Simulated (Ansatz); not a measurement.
# BGeH₄+ (triplet): inputs that go wrong

3 inputs are run for BGeH₄+ (triplet) as typed; the log has to tell whether the result can be used and what must change.

Computed with Ansatz 0.2.0, Gaussian basis. Level: the settings change from run to run.

12 further runs of the same task are left out: 2 for a mislabelled method, 5 that didn't finish, 5 set aside as unsound or not needed.

### 1 What is computed

The geometry is a PBE0/def2-TZVP stationary point (not a proven minimum) of the parent state, kept for this charge and spin. No spin-orbit coupling is included. The filled d shell of Ge may be among the frozen orbitals whatever the setting's name suggests; the logs give the count.

6 atoms, charge 1, spin multiplicity 3.

Atoms are counted from 1 here; the program's logs count them from 0.

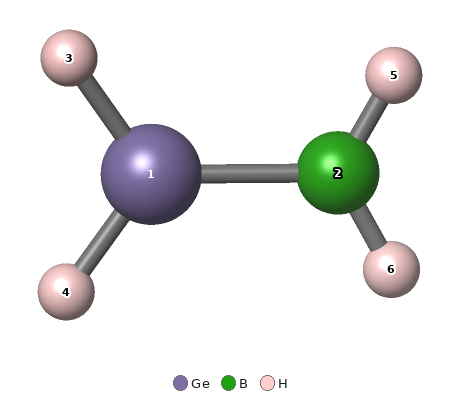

The geometry (germanium purple, boron green, hydrogen pink); atoms are numbered from 1 in the order of the file.

Geometry (Å):

| atom | x (Å) | y (Å) | z (Å) |
| --- | --- | --- | --- |
| Ge1 | 0.0000 | 0.0000 | 0.2823 |
| B2 | 0.0000 | 0.0000 | -1.6912 |
| H3 | 0.0000 | 1.2553 | 1.1670 |
| H4 | 0.0000 | -1.2553 | 1.1670 |
| H5 | 0.0000 | 1.0424 | -2.2706 |
| H6 | 0.0000 | -1.0424 | -2.2706 |

### 2 Input 1

in.yaml reads:

```yaml
crystal:
  periodic: [false, false, false]
  atoms:
    - {symbol: Ge, position_ang: [0.000000, 0.000000, 0.282333]}
    - {symbol: B, position_ang: [0.000000, 0.000000, -1.691224]}
    - {symbol: H, position_ang: [0.000000, 1.255258, 1.166980]}
    - {symbol: H, position_ang: [0.000000, -1.255258, 1.166980]}
    - {symbol: H, position_ang: [0.000000, 1.042369, -2.270633]}
    - {symbol: H, position_ang: [0.000000, -1.042369, -2.270633]}
basis:
  gaussian: {orbitals: cc-pVDZ}
total_charge: 1
magnetization: {spin_polarized: false, initial_magnetization: 2}
correlation: {method: mp2, frozen_orbitals: {Ge: 20}}
accuracy: high
```

The run is started by

```console
> ansatz run in.yaml --threads 1 --pin off --events-out ev --progress --plain --max-ram 2393MiB
```

Output:

```text
Functional definition: HF
  name "HF"
  cite "Fock, Z. Phys. 61, 126 (1930) doi:10.1007/BF01340294"
  parent pbe
  exchange = exact_x
  correlation = 0
Error: "frozen_orbitals" has no count for B
```

It took 0.06 s on 1 thread of AMD EPYC 7R43, shared host.

Diagnosis: The run was refused. The frozen-orbital counts are incomplete or too large. To mend it, leave frozen_orbitals out, or give each element a count that its core has.

### 3 Input 2

in.yaml reads:

```yaml
crystal:
  periodic: [false, false, false]
  atoms:
    - {symbol: Ge, position_ang: [0.000000, 0.000000, 0.282333]}
    - {symbol: B, position_ang: [0.000000, 0.000000, -1.691224]}
    - {symbol: H, position_ang: [0.000000, 1.255258, 1.166980]}
    - {symbol: H, position_ang: [0.000000, -1.255258, 1.166980]}
    - {symbol: H, position_ang: [0.000000, 1.042369, -2.270633]}
    - {symbol: H, position_ang: [0.000000, -1.042369, -2.270633]}
basis:
  gaussian: {orbitals: cc-pVDZ}
total_charge: 1
magnetization: {spin_polarized: false, initial_magnetization: 2}
hamiltonian: {xc: {name: PBE0}}
correlation: {method: ccsd(t), electrons: valence}
output: {forces: true}
```

Launched as before.

Output:

```text
Error: YAML parse error: error: line 15 column 23: unknown variant `ccsd(t)`, expected one of mp2, rpa, ccsd, ccsd_t, bccd, bccd_t, ccsdt, ccsdt_q, ccsdt_q_b, ccsdtq, fci, sc_nevpt2, fic_nevpt4_sd, fic_mrcisd_q, fic_mrcisd_q_relaxed
  --> <input>:15:23
   |
13 | magnetization: {spin_polarized: false, initial_magnetization: 2}
14 | hamiltonian: {xc: {name: PBE0}}
15 | correlation: {method: ccsd(t), electrons: valence}
   |                       ^ unknown variant `ccsd(t)`, expected one of mp2, rpa, ccsd, ccsd_t, bccd, bccd_t, ccsdt, ccsdt_q, ccsdt_q_b, ccsdtq, fci, sc_nevpt2, fic_nevpt4_sd, fic_mrcisd_q, fic_mrcisd_q_relaxed
16 | output: {forces: true}
   |
```

It took 0.03 s on 1 thread of AMD EPYC 7R43, shared host.

What is wrong: The run was refused. The method's name isn't one that the program knows. To mend it, name one from the list in the message.

### 4 Input 3

in.yaml reads:

```yaml
crystal:
  periodic: [false, false, false]
  atoms:
    - {symbol: Ge, position_ang: [0.050000, 0.300000, -1.391224]}
    - {symbol: B, position_ang: [0.000000, 0.000000, -1.691224]}
    - {symbol: H, position_ang: [0.000000, 1.255258, 1.166980]}
    - {symbol: H, position_ang: [0.000000, -1.255258, 1.166980]}
    - {symbol: H, position_ang: [0.000000, 1.042369, -2.270633]}
    - {symbol: H, position_ang: [0.000000, -1.042369, -2.270633]}
basis:
  gaussian: {orbitals: cc-pVDZ}
total_charge: 1
magnetization: {spin_polarized: true, initial_magnetization: 2}
correlation: {method: mp2, electrons: valence}
accuracy: high
```

The command is unchanged.

Output:

```text
Functional definition: HF
  name "HF"
  cite "Fock, Z. Phys. 61, 126 (1930) doi:10.1007/BF01340294"
  parent pbe
  exchange = exact_x
  correlation = 0
1247 factors; integrals over basis functions are off by at most 4.6e-9 eV
mean field evaluation 1: about -56521.7402 eV, gradient 3.0e1 eV
mean field evaluation 2: about -56522.1407 eV, gradient 3.0e1 eV
mean field evaluation 4: about -56525.4600 eV, gradient 2.9e0 eV
mean field evaluation 8: about -56525.5385 eV, gradient 3.8e-3 eV
mean field -56525.53853259 eV, -2077.2752266867 hartree, gradient 1.7e-8 eV, S^2 2.000509; 0 other end points of the search recorded, 0 dependent functions left out
10 core orbitals not correlated: weight in the atoms' cores, before any rotation towards them, 0.948 or more for the frozen orbitals, at most 0.049 for the correlated occupied ones
reference -56525.53853259 eV, -2077.2752266867 hartree; 11, 9 occupied and 40, 42 virtual orbitals, 1247 factors
second order -5.38963313 eV of doubles, -0.00000000 eV of singles
Total energy: -56530.92816573 eV, -2077.4732920511 hartree
```

Run time: 1.7 s. Hardware: 1 thread of AMD EPYC 7R43, shared host.

Diagnosis: The run converged, which proves nothing about the input. One atom lies on top of another. The shortest distance is 0.43 Å, against 1.19 Å in the geometry of step 1. Its energy belongs to another geometry. To mend it, restore its position.

### 5 How the runs ended

```
input                level      ended                                                  cause    time
    1  MP2 on ROHF/cc-pVDZ    refused  the frozen-orbital counts are incomplete or too large  0.06 s
    2    'ccsd(t)'/cc-pVDZ    refused     the method's name isn't one that the program knows  0.03 s
    3   MP2 on UHF/cc-pVDZ  converged                        one atom lies on top of another   1.7 s
```

2 refused, 1 converged. The input that converges on a wrong geometry or spin is the dangerous one: no error points at it, so geometry and ⟨S²⟩ have to be checked.
